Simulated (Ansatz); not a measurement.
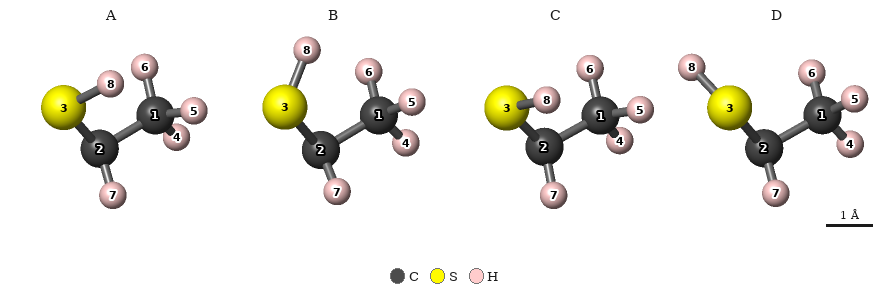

4 geometries from a converged minimum-energy path of C$_{2}$H$_{5}$S (charge −1), shuffled. Style: ball-and-stick. Shown at a tilt.

All numbers below come from Ansatz, RKS B3LYP-D4/def2-SVP. Settings: 5 movable images; climbing image; force threshold 0.05 eV/Å; iteration limit 60; starting path by image-dependent pair potential.

### Which of them lies highest in energy?

B. In order along the path, whose images run from 0 to 6: D (image 1, +0.061 eV), B (image 3, +0.294 eV), A (image 5, −0.191 eV), C (image 6, −0.266 eV). The motion is a rotation about the C2–S3 bond by about 170°. No bond forms or breaks between the ends. Among the angles between lasting bonds that change up to the highest image: S3–C2–H7 108.2° → 98.2°, C1–C2–H7 112.3° → 105.0°.

Limits of the set-up: the basis has no diffuse functions, which an anion needs.

Cost: 110 s on 1 thread of Arm Neoverse V1 (shared host), peak memory 0.24 GiB.
